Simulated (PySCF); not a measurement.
SMILES F/C=C\C at its B3LYP/def2-SVP optimised geometry (Å):

```
9

C      1.1327     0.6438     0.0000
C      0.2651    -0.5786     0.0000
C     -1.0669    -0.5786     0.0000
F     -1.7918     0.5531     0.0000
H      1.7918     0.6635    -0.8851
H      0.5295     1.5625     0.0001
H      1.7918     0.6634     0.8851
H      0.7450    -1.5625     0.0000
H     -1.6951    -1.4741    -0.0001
```

Method: B3LYP/def2-TZVP in PySCF. Cells within 0.4 Å of a nucleus heavier than hydrogen are left out (blank, or x).

Map of the deformation density (molecule minus spherical neutral atoms) (e/bohr³) on the plane z = 0.0 Å:

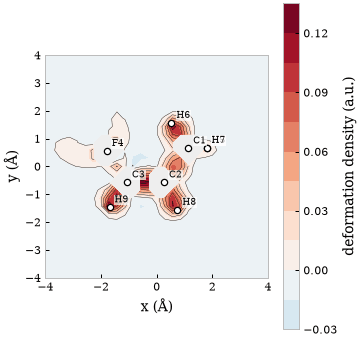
Fig. 1. Deformation density (molecule minus spherical neutral atoms) (e/bohr³) on the plane z = 0.0 Å.
